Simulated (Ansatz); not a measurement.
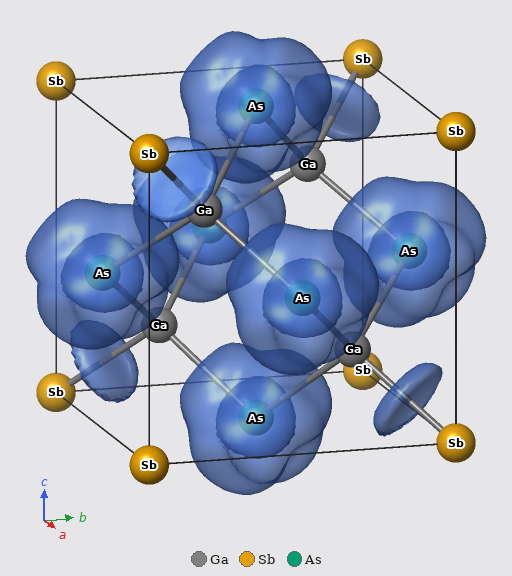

The picture shows: Ga4SbAs3. Isosurface of the ELF at 0.6 (blue), seen slightly off an axis. Only the valence region is drawn (cores and ρ < 0.01 e/Å³ removed). Sticks mark near contacts.

Space group P-43m; a structure generated by program, which may or may not match a known phase.

Level of theory: DFT PBE, scalar-relativistic, plane waves, PAW (Ansatz).

In a PAW calculation such maps are meaningful between the atoms, not at the nuclei.

Q: Identify the bonds, lone pairs and shells in this picture.

A: The ELF exceeds this value in four regions between bonded Ga–Sb atoms and three regions on As in which the atom's valence shell and bonds are merged, counted in one cell of 8 atoms. Any copies at cell faces, edges or corners count once.

Values along the shortest contacts:
Ga–As (2.51 Å): the ELF peaks at about 0.80 between the atoms. Ga–Sb (2.62 Å): the ELF peaks at about 0.70 between the atoms.
